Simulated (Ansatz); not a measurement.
C2H7BFNSi

```yaml
atoms:
  - { symbol: C, position_ang: [-2.2723, 0.3262, -0.3274] }
  - { symbol: C, position_ang: [-0.9987, 0.6212, -0.5684] }
  - { symbol: B, position_ang: [0.2200, -0.2557, -0.0715] }
  - { symbol: N, position_ang: [0.1130, -1.6458, -0.0301] }
  - { symbol: Si, position_ang: [1.9803, 0.6162, 0.4987] }
  - { symbol: F, position_ang: [1.6857, 1.9487, 1.3801] }
  - { symbol: H, position_ang: [-2.5642, -0.5679, 0.2146] }
  - { symbol: H, position_ang: [-3.0859, 0.9719, -0.6399] }
  - { symbol: H, position_ang: [-0.7983, 1.5586, -1.0824] }
  - { symbol: H, position_ang: [-0.6977, -2.1329, -0.3569] }
  - { symbol: H, position_ang: [0.8216, -2.2532, 0.3259] }
  - { symbol: H, position_ang: [2.7945, 1.0541, -0.6620] }
  - { symbol: H, position_ang: [2.8226, -0.2762, 1.3343] }
```

These are results of RHF/def2-SVP (Ansatz), not measurements.

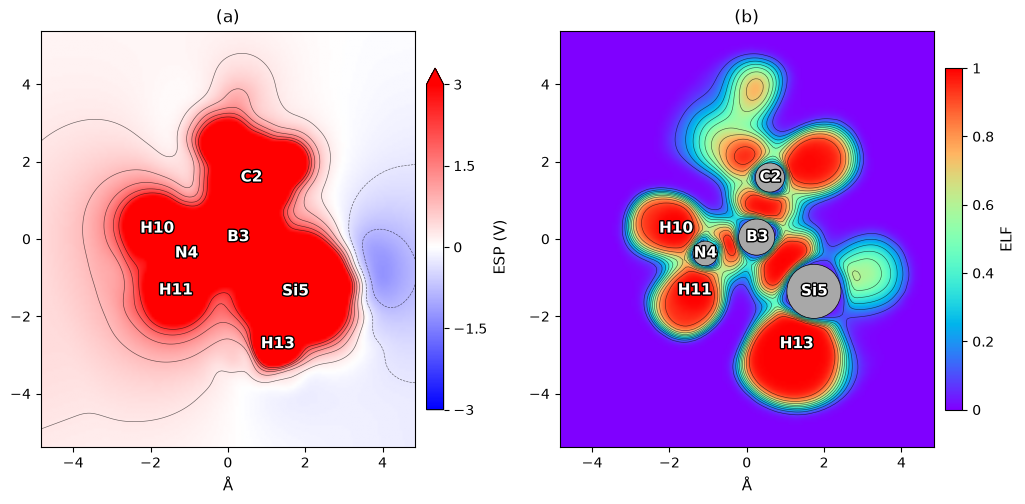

Figure 1. (a) electrostatic potential; (b) electron localisation function on the plane of atoms H10, N4 and H11. Grey discs cover the atomic cores in the ELF map.

> Describe what can be read from this map.

The plane passes through C, B, N, Si and H nuclei.
B–N (1.39 Å): the ELF peaks at about 0.95 between the atoms; a polar covalent bond.
C–B (1.58 Å): the ELF peaks at about 1 between the atoms; a covalent bond.
Si–B (2.05 Å): the ELF peaks at about 1 between the atoms: localised, covalent bonding.
N–H (1.00 Å): the ELF climbs to about 1 towards the hydrogen, as it does in any bond to H; an ordinary covalent bond to hydrogen.
Outside the dense part of the molecule the potential is most negative (−1.3 V) near F6, which lies off the plane.

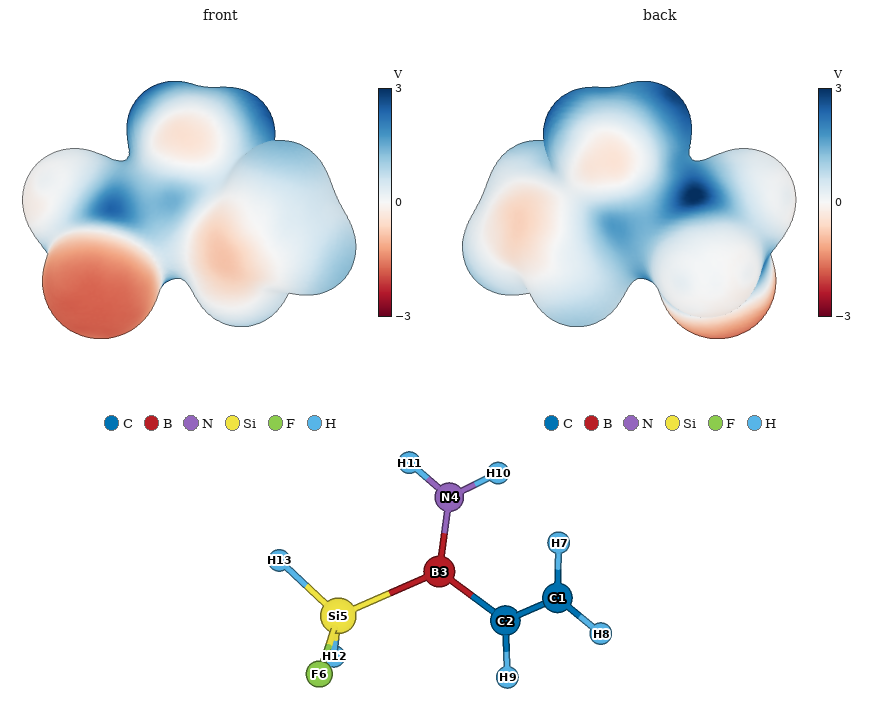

Figure 2. The molecular electrostatic potential painted on the density surface at 0.004 e/bohr³, seen from the front and from behind; red is negative and blue positive. The bare structure is drawn below in the same view.

> Where is the surface potential most negative and most positive?

The most negative region (about −1.8 V) lies over F6, the most positive (about +2.8 V) over Si5 and H11.

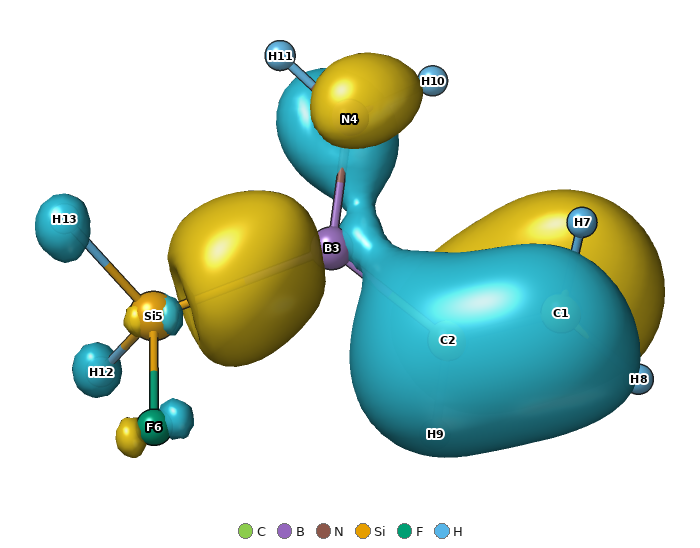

Figure 3. The HOMO at ±0.1 Å⁻³ᐟ² (yellow and cyan are the two phases), seen across its widest extent.

> Describe this orbital and give its energy.

It lies mainly on C1 (about 35 %), C2 (about 30 %), B3 (about 10 %), Si5 (about 5 %) and N4 (about 5 %); π-bonding across C1–C2. Its energy is −10.06 eV.
